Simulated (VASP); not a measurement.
Band structure of YGa₃Cu (space group I-4m2). Level of theory: PBEsol GGA, VASP's PBE PAW potentials (set 64) (plane waves; VASP).

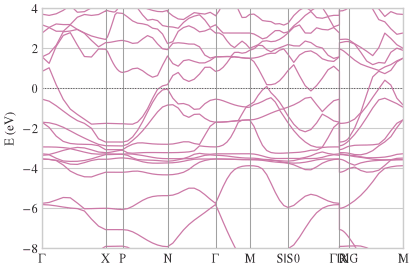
Bands along high-symmetry lines, zero at the valence-band maximum or, without a gap, the Fermi level

Q: Read the plot: is there a gap, and where are the band edges?

A: It has no gap at this level: it comes out as a metal or semimetal. (Edges off the drawn lines would not show.)

The structure comes from a computed database's YGa3Cu entry (I-4m2); how it stands against other phases isn't given here. It was relaxed first. The electron count is odd and the run is not spin-polarised, which forces a metal.
